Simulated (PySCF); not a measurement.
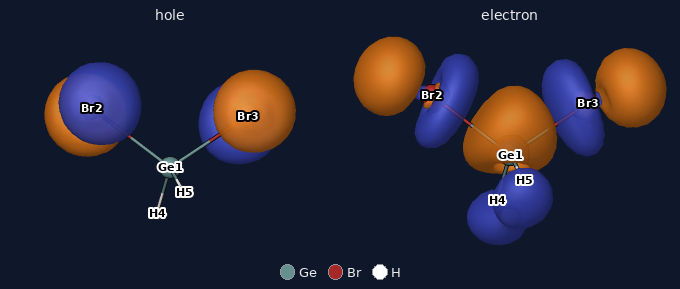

Figure. Br2GeH2. Leading natural transition orbital pair of S₃ (TDA singlet states); the surfaces enclose about 70 % of each orbital's density.

Level of theory: PBE0/def2-SVPD (PySCF), at a geometry from GFN2-xTB. No frequency check shows the geometry to be a minimum. GFN2-xTB bond lengths at metals and heavier atoms can be off by up to 0.1 Å and shapes distorted, which carries into these values.

Cartesian coordinates (Å):

```
Ge1     -0.0000    0.8657    0.0000
Br2      1.8649   -0.4442    0.0000
Br3     -1.8649   -0.4443    0.0000
H4       0.0001    1.6982   -1.2636
H5      -0.0001    1.6982    1.2636
```

### Give its energy and the atoms that hole and electron lie on.

6.07 eV (204 nm), f = 0.000 (dark), partly diffuse acceptor orbital; the leading pair carries 97 %; hole on Br2 and Br3 (47 % each) and Ge1 (6 %), electron on Ge1 (36 %), Br2 and Br3 (26 % each) and H4 and H5 (6 % each) (atom shares of so diffuse an orbital are rough); their centroids lie 0.7 Å apart; S₂ lies within 0.1 eV of it. In canonical orbitals it is mainly HOMO−2 → LUMO (97 %). The HOMO–LUMO gap is 7.17 eV.
